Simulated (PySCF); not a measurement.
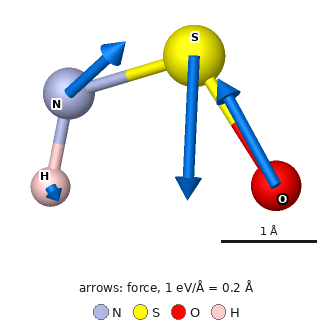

Starting geometry of NHSO with the computed forces as blue arrows. A ball-and-stick model, seen at a tilt.

The start comes from MMFF94s. Its atoms were then displaced at random by about 0.03 Å.

Method: PBE0-D3(BJ)/def2-SVP geometry optimisation, gas phase (PySCF). 

What follows when this structure is relaxed?

It isn't relaxed: the largest force vector, on the S atom, is 7.67 eV/Å. The atoms end up moving mostly along the starting forces (cosine between the two patterns 0.95). The energy falls by 1.300 eV in 13 geometry steps. The largest moves after the best rigid fit, 0.13 Å, are those of S and O atoms. Largest moves by element: O 0.13 Å, S 0.13 Å, N 0.07 Å, H 0.04 Å. Some distances before and after: O–S 1.690 → 1.471 Å, N–S 1.641 → 1.524 Å, H–N 1.014 → 1.029 Å. Bond angles that change, for instance: N–S–O 112.0° → 119.5°, S–N–H 118.3° → 115.0°. The run took 9.2 s on 1 thread of Arm Neoverse V1, on a shared host.
